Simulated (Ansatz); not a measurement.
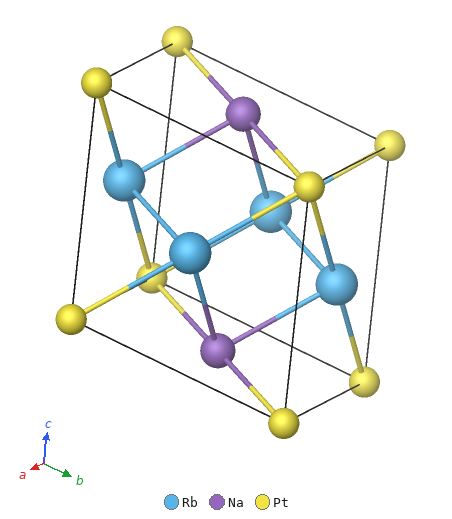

This ball-and-stick model is shown slightly off an axis. Thin lines show the simulation cell, with boundary atoms drawn in all their periodic places.

Input deck:
```yaml
crystal:
  lattice:
    - [-3.3954328463, 3.3954328463, 3.2612636202]
    - [3.3954328463, -3.3954328463, 3.2612636202]
    - [3.3954328463, 3.3954328463, -3.2612636202]
  atoms:
    - { symbol: Rb, position: [0.5, 0.0, 0.5] }
    - { symbol: Rb, position: [0.0, 0.5, 0.5] }
    - { symbol: Na, position: [0.5, 0.5, 0.0] }
    - { symbol: Pt, position: [0.0, 0.0, 0.0] }
basis:
  ecutwfc: 420
kpoints:
  mp_grid: { grid: [10, 10, 10] }
  band_path:
    path:
      - [[0.0, 0.0, 0.0], [0.0, 0.0, 0.5], [-0.5, 0.5, 0.5], [0.0, 0.0, 0.0], [0.48063304, 0.48063304, -0.48063304]]
      - [[-0.48063304, 0.51936696, 0.48063304], [-0.5, 0.5, 0.5]]
      - [[0.0, 0.0, 0.5], [0.25, 0.25, 0.25], [0.0, 0.5, 0.0], [0.0, 0.0, 0.0]]
    npoints: 14
hamiltonian:
  xc: pbe
scf:
  occupations: { method: gaussian, width: 0.1 }
  n_extra_bands: 10
output:
  forces: true
  stress: true
  eigenvalues: true
  populations: true
  dos: { projected: true, de: 0.02, nscf_kmesh: { grid: [12, 12, 12] } }
  bader: true
  write_density: true
  write_potential: true
  elf: true
  volumetric_format: npy
```
Run as:
```sh
ansatz run input.yaml --threads 1 --pin off --max-ram 2560MiB --backend cpu --events-out ev --progress --plain --runs-dir out
```

Setup: Ansatz, DFT PBE, scalar-relativistic, plane waves, PAW; E_cut = 420 eV, a 10×10×10 sampling of the Brillouin zone, Gaussian smearing of 0.1 eV, no spin polarisation.

State the Bader charges by element.

Answer. Rb +0.61 e; Na +0.58 e; Pt -1.80 e.

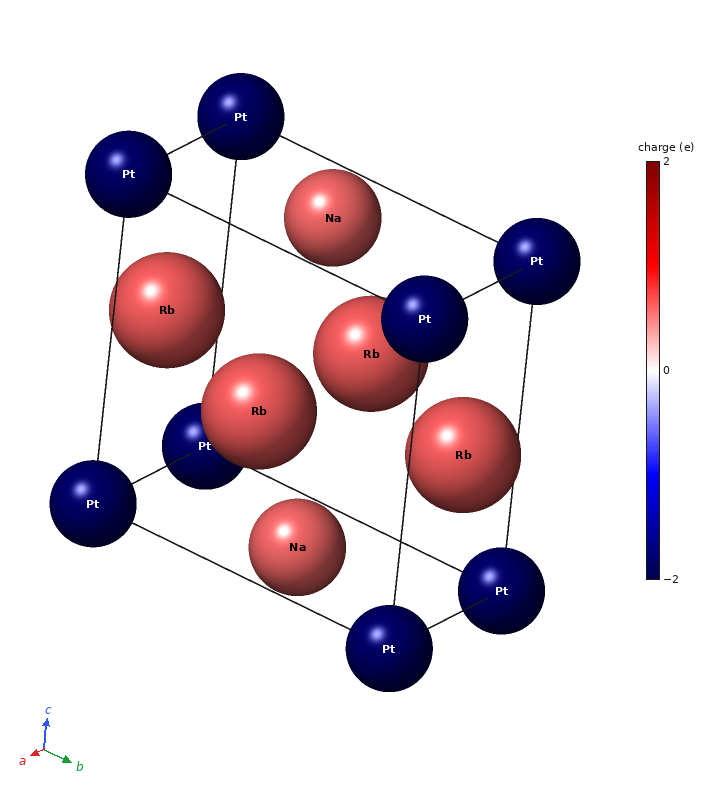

The atoms coloured by those charges.

It goes back to a random cell made by a generator, so it need not be a real form of the compound. Earlier steps of the study, as a rule a relaxation of our own, may have changed the cell and positions, so they can lie some per cent off the listed ones. A calculation with Ansatz used it as input.
